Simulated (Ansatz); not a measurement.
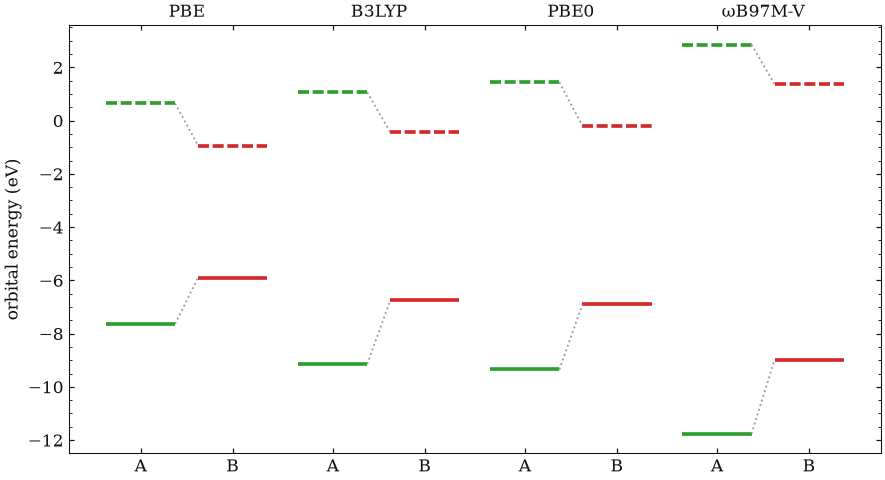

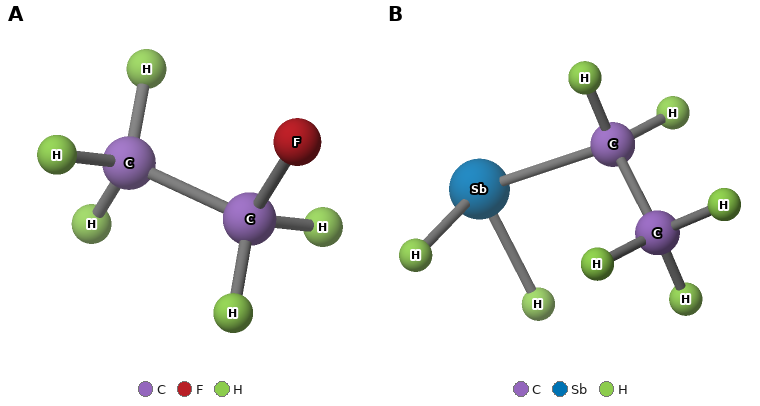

One change: A, C₂H₅F (SMILES CCF), becomes B, C₂H₇Sb (SMILES C[CH2][SbH2]). F on C is replaced by SbH₂. HOMO (solid) and LUMO (dashed) computed in def2-TZVPP at PBE0-D4/def2-TZVP geometries, both minima by their frequencies, gas phase, the Ansatz code 0.2.0. Empty levels above zero depend strongly on the basis.

Q: What does the change do to HOMO and LUMO?

A: PBE: the HOMO rises by 1.74 eV, the LUMO falls by 1.59 eV, and the separation goes from 8.28 to 4.95 eV. B3LYP: the HOMO rises by 2.40 eV, the LUMO falls by 1.50 eV, and the separation goes from 10.21 to 6.30 eV. PBE0: the HOMO rises by 2.45 eV, the LUMO falls by 1.64 eV, and the separation goes from 10.79 to 6.71 eV. ωB97M-V: the HOMO rises by 2.77 eV, the LUMO falls by 1.48 eV, and the separation goes from 14.62 to 10.36 eV.

Q: Do the functionals agree on the effect?

A: They agree on the direction for both levels; the HOMO shift lies between 1.74 and 2.77 eV and the LUMO shift between −1.64 and −1.48 eV, while the separations themselves differ by up to 6.3 eV between functionals.

Caveats: core potentials past krypton; spin-orbit coupling is left out, and with Sb it can shift these values.
